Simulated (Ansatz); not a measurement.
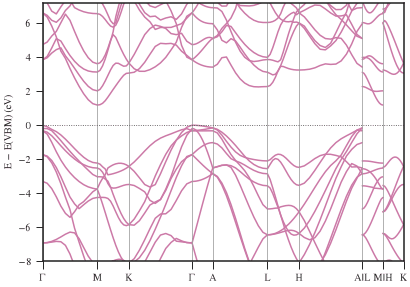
Band structure from r²SCAN in the plane-wave PAW code Ansatz

### Question
Read off the gap and where the band edges lie.

### Answer
About 1.2 eV (1.18 eV by a search for the band edges); maximum at Γ, minimum at M.

The material is SiC in space group P6_422 (No. 181; Si on 3c, C on 3d).

The start of the workflow was typed in or built on a structure type; neither database checked (COD, Materials Project) lists it. It is not the phase usual at ambient conditions (space group No. 186, 216). Symmetry was held in the r²SCAN relaxation; its stability against distortions is not shown here. Its formation energy is positive at this level, so the cell may be metastable or incomplete.

Potentials: the later of the program's two PAW sets.
